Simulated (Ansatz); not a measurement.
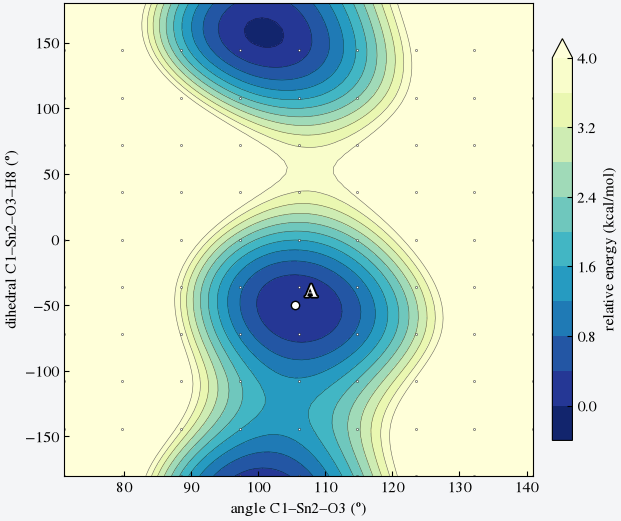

CH5OSn, SMILES [CH3][SnH][OH], spin multiplicity 2. Coordinates scanned: (1) angle C1–Sn2–O3; (2) dihedral C1–Sn2–O3–H8. Nothing is relaxed (all other coordinates rigid). Grid: 9 × 10 points. All energies are given in kcal/mol relative to the relaxed molecule at the same level. All numbers below come from UKS PBE-D4/def2-TZVP in Ansatz 0.2.0.

In the figure: filled contours, dots at the grid points, one colour for all values above the top of the scale, the point A. Between grid points the surface is interpolated.

Find the lowest pass out of the well at A.

The easiest path leads from the well at about angle C1–Sn2–O3 = 106°, dihedral C1–Sn2–O3–H8 = −50° to a well of about the same depth at about angle C1–Sn2–O3 = 101°, dihedral C1–Sn2–O3–H8 = 155°. Its highest point lies about 1.5 kcal/mol above the bottom of the first well on the interpolated surface, at about angle C1–Sn2–O3 = 104°, dihedral C1–Sn2–O3–H8 = −130°. The start is the relaxed structure and all else is held, so a fully relaxed path at this level can only be lower.

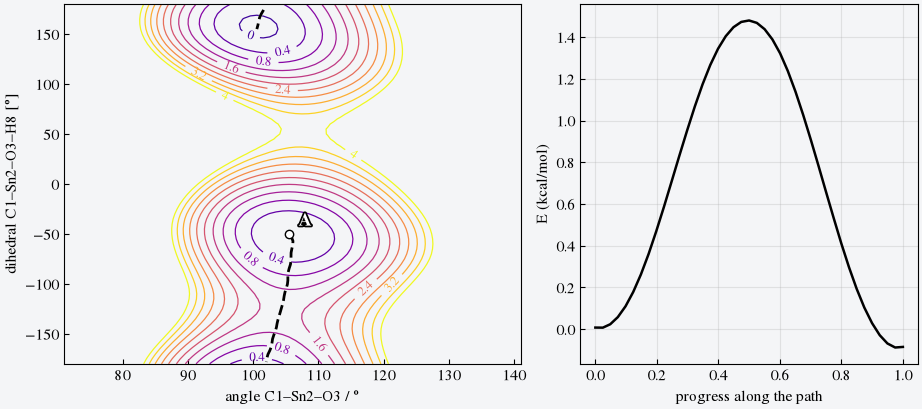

Drawn: contour lines labelled in kcal/mol (none above 4), a line along the lowest path, the energy along the path at the right. Between grid points the surface is interpolated.
